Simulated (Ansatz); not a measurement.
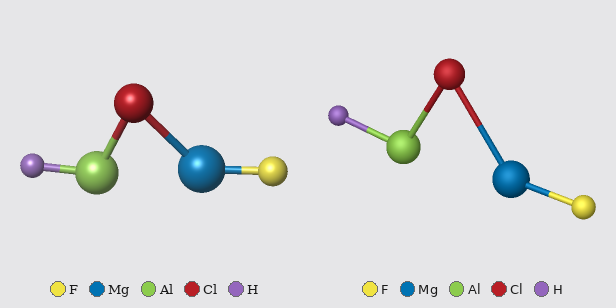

The same structure drawn twice, from different directions.

The computed structure is the end point of a PBE0-D4/def2-TZVP optimisation. No frequency run is at hand to confirm it as a minimum.

Describe the molecule.

The molecule is AlClFHMg. This geometry has Cs symmetry. All atoms lie on one plane. Coordination: 1 Mg bent; 1 Al bent; 1 Cl bent.

The parts below concern this one geometry. Atoms keep their numbers from picture to picture.

## Electronic properties

No frequency run is at hand to confirm it as a minimum. Properties computed with RKS PBE0-D4/def2-TZVPP (Ansatz 0.2.0).

What does the calculation give?

- HOMO energy (Kohn–Sham orbital): −6.66 eV
- LUMO energy (Kohn–Sham orbital): −2.46 eV
- HOMO–LUMO gap: 4.19 eV

## Charges

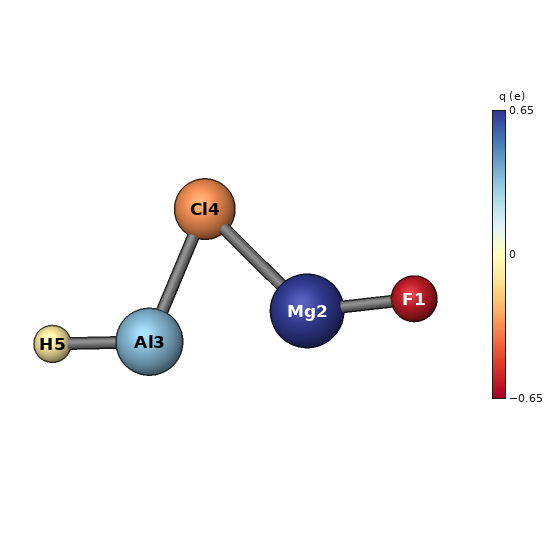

Atoms are coloured by their Mulliken charges. No frequency run is at hand to confirm it as a minimum. Properties computed with RKS PBE0-D4/def2-TZVP (Ansatz 0.2.0).

Which atom carries the highest charge (most positive or least negative)?

Mg2 (0.63 e).

And the lowest?

F1 (−0.57 e).

List the Mulliken charges.

```json
{"atom": "F1", "value (e)": "−0.57"}
{"atom": "Mg2", "value (e)": "0.63"}
{"atom": "Al3", "value (e)": "0.34"}
{"atom": "Cl4", "value (e)": "−0.32"}
{"atom": "H5", "value (e)": "−0.08"}
```

## Dipole moment

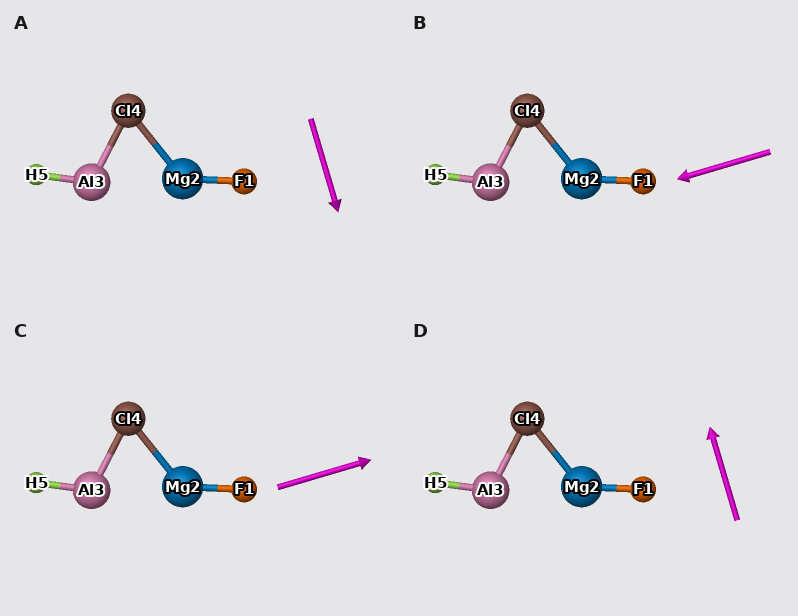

The same molecule four times, each with an arrow. No frequency run is at hand to confirm it as a minimum. Method: RKS PBE0-D4/def2-TZVP (Ansatz 0.2.0).

Which arrow points along the dipole moment, from the negative to the positive end?

B. The dipole moment is 3.26 D; it points from the side of F1 to the side of H5 (the outermost atoms at the two ends).

Mulliken values depend strongly on the basis set and can even reverse the polarity of a bond.
